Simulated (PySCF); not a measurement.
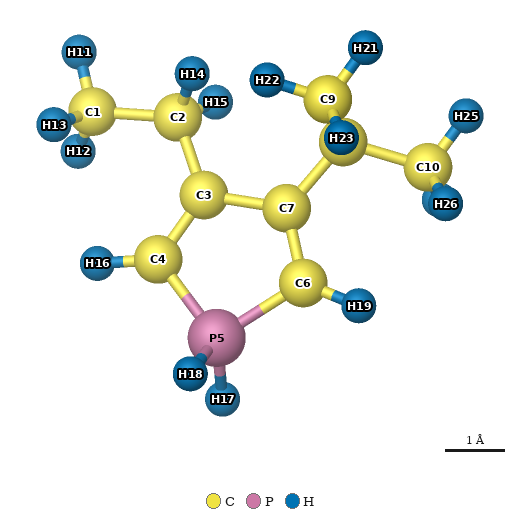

**Figure 1.** The structure as given in the input (ball-and-stick view, seen at a tilt; atoms are numbered from 1 in the order of the input).

# Two runs on C₉H₁₆P

System: C₉H₁₆P, charge +1, SMILES CCC1=C[PH2+]C=C1C(C)C.
Method of run A: GIAO PBE0/pcSseg-1 NMR shielding, non-relativistic, IEF-PCM chloroform (PySCF 2.14.0).

The geometry comes from this level: PBE0-D3(BJ)/def2-SVP. Text and figures count atoms from 1; the logs count them from 0 in places.

### Input file, run A
```
{"job": {"kind": "nmr", "xc": "PBE0", "basis": "pcSseg-1", "solvent": "chloroform", "pop": true}, "charge": 1, "multiplicity": 1}
C      2.954531    -1.398629    -0.422514
C      1.452999    -1.187875    -0.428974
C      0.990055     0.198856    -0.139080
C      1.819447     1.255772     0.038975
P      0.806689     2.692436     0.248258
C     -0.746089     1.854104     0.107869
C     -0.481698     0.536993    -0.070870
C     -1.533685    -0.530181    -0.137494
C     -1.672746    -1.183695     1.247746
C     -2.877900    -0.021667    -0.641866
H      3.189528    -2.449852    -0.635869
H      3.455088    -0.789366    -1.190176
H      3.393641    -1.154557     0.556566
H      0.961067    -1.869215     0.286467
H      1.028373    -1.469156    -1.410779
H      2.908024     1.244618     0.017103
H      1.026234     3.682840    -0.734991
H      0.983963     3.361821     1.479587
H     -1.727264     2.321243     0.180790
H     -1.168158    -1.299731    -0.838084
H     -2.376291    -2.026449     1.188466
H     -0.720093    -1.569094     1.638898
H     -2.068049    -0.458660     1.974841
H     -2.786327     0.482892    -1.614813
H     -3.573080    -0.864174    -0.762766
H     -3.342121     0.676028     0.072544
```

The first line tells a small driver script what to run in PySCF; the rest is the geometry in Å.

Launched with:
```bash
OMP_NUM_THREADS=1 python <driver script> task.json out
```

Hardware: 1 CPU thread, shared host.

### Output (run A)
```
coarse grid: 21320 points
cycle   1  E = -692.9852225895  dE =  1.407e+00  |g| = 4.873e-01  |ddm| = 4.625e+00
cycle   2  E = -692.9822120901  dE =  3.010e-03  |g| = 5.094e-01  |ddm| = 9.781e-01
cycle   3  E = -693.0487371917  dE = -6.653e-02  |g| = 3.504e-02  |ddm| = 4.859e-01
cycle   4  E = -693.0489423198  dE = -2.051e-04  |g| = 2.035e-02  |ddm| = 5.500e-02
cycle   5  E = -693.0490333761  dE = -9.106e-05  |g| = 6.854e-03  |ddm| = 2.235e-02
cycle   6  E = -693.0490445442  dE = -1.117e-05  |g| = 1.958e-03  |ddm| = 7.365e-03
cycle   7  E = -693.0490454575  dE = -9.134e-07  |g| = 3.939e-04  |ddm| = 1.822e-03
final grid: 198752 points
cycle   8  E = -693.1122154018  dE = -8.075e-05  |g| = 1.024e-02  |ddm| = 6.145e-02
cycle   9  E = -693.1122067799  dE =  8.622e-06  |g| = 1.171e-02  |ddm| = 2.100e-02
cycle  10  E = -693.1122431241  dE = -3.634e-05  |g| = 1.386e-03  |ddm| = 1.195e-02
cycle  11  E = -693.1122435679  dE = -4.438e-07  |g| = 4.264e-04  |ddm| = 1.562e-03
cycle  12  E = -693.1122436125  dE = -4.452e-08  |g| = 7.217e-05  |ddm| = 4.224e-04
cycle  13  E = -693.1122436134  dE = -9.759e-10  |g| = 3.332e-05  |ddm| = 1.028e-04
cycle  14  E = -693.1122436137  dE = -2.747e-10  |g| = 6.592e-06  |ddm| = 3.663e-05
converged SCF energy = -693.1122436137

GIAO shielding tensors (ppm)
atom      isotropic    diamagn.    paramagn.     s11        s22        s33       span
  0 C      173.580     245.656     -72.076    167.734    169.435    183.572     15.838
  1 C      155.006     248.149     -93.143    141.194    158.977    164.848     23.654
  2 C       -3.634     266.354    -269.988   -133.046      0.337    121.805    254.851
  3 C       80.397     262.292    -181.895    -15.342     99.884    156.648    171.990
  4 P      361.403     969.016    -607.613    269.401    355.278    459.531    190.130
  5 C       80.620     261.871    -181.251    -15.798    100.242    157.415    173.213
  6 C       -9.028     266.728    -275.756   -144.954     -2.357    120.228    265.182
  7 C      150.610     245.157     -94.548    134.237    157.434    160.158     25.921
  8 C      158.798     248.451     -89.653    141.875    150.864    183.655     41.781
  9 C      163.671     247.031     -83.360    149.496    156.330    185.186     35.689
 10 H       29.613      26.147       3.466     24.347     27.349     37.144     12.798
 11 H       29.818      29.031       0.787     25.512     27.922     36.021     10.509
 12 H       29.907      29.302       0.605     25.912     27.840     35.968     10.056
 13 H       28.366      32.640      -4.273     21.621     29.238     34.240     12.619
 14 H       28.550      31.871      -3.321     22.571     29.594     33.483     10.912
 15 H       25.036      33.330      -8.293     21.050     25.734     28.325      7.275
 16 H       24.198      25.879      -1.681     20.162     20.941     31.492     11.330
 17 H       24.194      26.026      -1.832     20.306     20.911     31.365     11.059
 18 H       24.973      33.892      -8.919     20.932     25.250     28.736      7.804
 19 H       28.378      34.207      -5.830     23.093     28.328     33.711     10.618
 20 H       29.685      29.650       0.035     25.611     26.752     36.692     11.081
 21 H       29.894      32.173      -2.279     24.538     30.073     35.071     10.533
 22 H       30.535      31.421      -0.886     26.993     28.854     35.757      8.764
 23 H       29.976      30.372      -0.396     25.853     27.413     36.663     10.811
 24 H       29.750      28.268       1.482     25.074     27.446     36.731     11.657
 25 H       29.810      30.808      -0.997     26.150     28.420     34.861      8.711
```

For run B the input was changed thus:
```diff
-"solvent": "chloroform"
-"pop": true
+"solvent": "methanol"
+"pop": false
```

Predict how the results change.

The total energy of run B is 10.0 kcal/mol lower: the change of the electrostatic solvation energy at this fixed geometry, without cavity or dispersion terms. The HOMO goes from −8.50 to −7.76 eV. The LUMO goes from −3.29 to −2.53 eV. Of all shieldings, the largest change is that of P5, by −2.0 ppm. The number of SCF iterations is the same.

### Output (run B)
```
coarse grid: 21320 points
cycle   1  E = -693.0028965367  dE =  1.389e+00  |g| = 4.831e-01  |ddm| = 4.625e+00
cycle   2  E = -693.0009304410  dE =  1.966e-03  |g| = 5.013e-01  |ddm| = 9.347e-01
cycle   3  E = -693.0647299958  dE = -6.380e-02  |g| = 3.571e-02  |ddm| = 4.611e-01
cycle   4  E = -693.0648967006  dE = -1.667e-04  |g| = 2.448e-02  |ddm| = 5.751e-02
cycle   5  E = -693.0650357989  dE = -1.391e-04  |g| = 7.477e-03  |ddm| = 2.679e-02
cycle   6  E = -693.0650488994  dE = -1.310e-05  |g| = 2.033e-03  |ddm| = 8.172e-03
cycle   7  E = -693.0650498758  dE = -9.764e-07  |g| = 4.437e-04  |ddm| = 1.998e-03
final grid: 198752 points
cycle   8  E = -693.1282038129  dE = -8.111e-05  |g| = 1.017e-02  |ddm| = 6.126e-02
cycle   9  E = -693.1281969850  dE =  6.828e-06  |g| = 1.140e-02  |ddm| = 2.045e-02
cycle  10  E = -693.1282313761  dE = -3.439e-05  |g| = 1.097e-03  |ddm| = 1.116e-02
cycle  11  E = -693.1282316314  dE = -2.553e-07  |g| = 4.415e-04  |ddm| = 1.287e-03
cycle  12  E = -693.1282316795  dE = -4.809e-08  |g| = 7.195e-05  |ddm| = 4.251e-04
cycle  13  E = -693.1282316806  dE = -1.065e-09  |g| = 2.842e-05  |ddm| = 9.907e-05
cycle  14  E = -693.1282316808  dE = -2.026e-10  |g| = 2.641e-06  |ddm| = 3.166e-05
converged SCF energy = -693.1282316808

GIAO shielding tensors (ppm)
atom      isotropic    diamagn.    paramagn.     s11        s22        s33       span
  0 C      173.632     245.705     -72.073    167.672    169.547    183.678     16.006
  1 C      155.532     248.184     -92.652    142.203    159.043    165.350     23.147
  2 C       -1.980     266.290    -268.270   -130.367      2.262    122.164    252.531
  3 C       78.779     262.047    -183.268    -17.463     96.467    157.334    174.798
  4 P      359.363     968.788    -609.425    267.626    353.539    456.923    189.297
  5 C       78.723     261.613    -182.890    -18.285     96.391    158.064    176.350
  6 C       -7.177     266.676    -273.854   -141.664     -0.409    120.542    262.206
  7 C      151.216     245.072     -93.856    135.551    157.934    160.164     24.613
  8 C      159.103     248.492     -89.388    142.416    150.989    183.906     41.490
  9 C      163.803     247.091     -83.288    149.446    156.593    185.371     35.926
 10 H       29.722      26.308       3.413     24.478     27.496     37.191     12.713
 11 H       29.816      29.113       0.703     25.507     27.931     36.010     10.503
 12 H       29.916      29.388       0.528     25.924     27.864     35.959     10.036
 13 H       28.384      32.678      -4.294     21.619     29.261     34.271     12.652
 14 H       28.554      31.905      -3.351     22.564     29.605     33.494     10.930
 15 H       24.950      33.280      -8.330     21.027     25.564     28.259      7.232
 16 H       24.091      25.641      -1.550     20.015     20.841     31.417     11.402
 17 H       24.089      25.789      -1.700     20.164     20.812     31.292     11.127
 18 H       24.873      33.820      -8.947     20.904     25.051     28.662      7.758
 19 H       28.372      34.188      -5.817     23.070     28.301     33.744     10.673
 20 H       29.796      29.776       0.020     25.738     26.871     36.778     11.039
 21 H       29.867      32.193      -2.327     24.498     30.052     35.050     10.552
 22 H       30.562      31.473      -0.911     27.040     28.887     35.758      8.718
 23 H       29.996      30.449      -0.453     25.873     27.451     36.664     10.791
 24 H       29.854      28.417       1.437     25.199     27.578     36.785     11.587
 25 H       29.787      30.858      -1.071     26.120     28.400     34.842      8.721
```

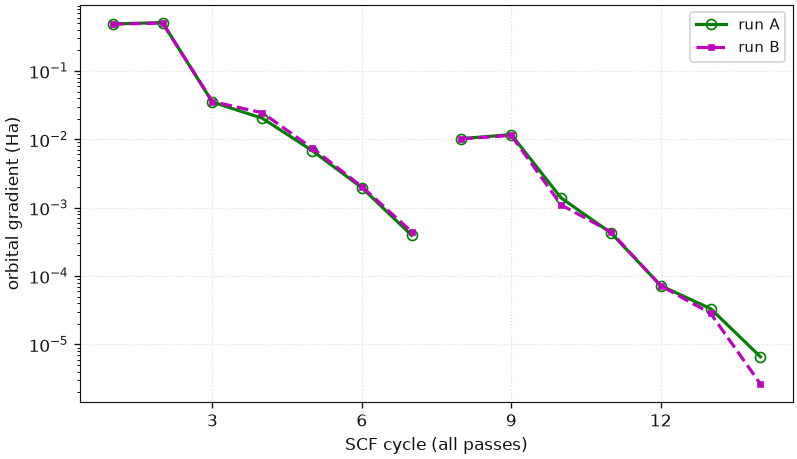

**Figure 2.** Convergence of the two runs: orbital gradient against the SCF cycle. A break in a curve parts two SCF passes (coarse and final grid). Run A takes 14 cycles in all, and run B takes 14.

### The two runs side by side

| quantity | run A | run B |
| --- | --- | --- |
| outcome | converged | converged |
| total energy (hartree) | −693.112244 | −693.128232 |
| HOMO (eV) | −8.50 | −7.76 |
| LUMO (eV) | −3.29 | −2.53 |
| shielding of C2 (ppm) | 155.0 | 155.5 |
| shielding of C3 (ppm) | −3.6 | −2.0 |
| shielding of C4 (ppm) | 80.4 | 78.8 |
| shielding of P5 (ppm) | 361.4 | 359.4 |
| shielding of C6 (ppm) | 80.6 | 78.7 |
| shielding of C7 (ppm) | −9.0 | −7.2 |
| shielding of C8 (ppm) | 150.6 | 151.2 |
| SCF iterations | 14 | 14 |
| basis functions | 257 | 257 |
| wall time (shared host) | 76 s | 72 s |
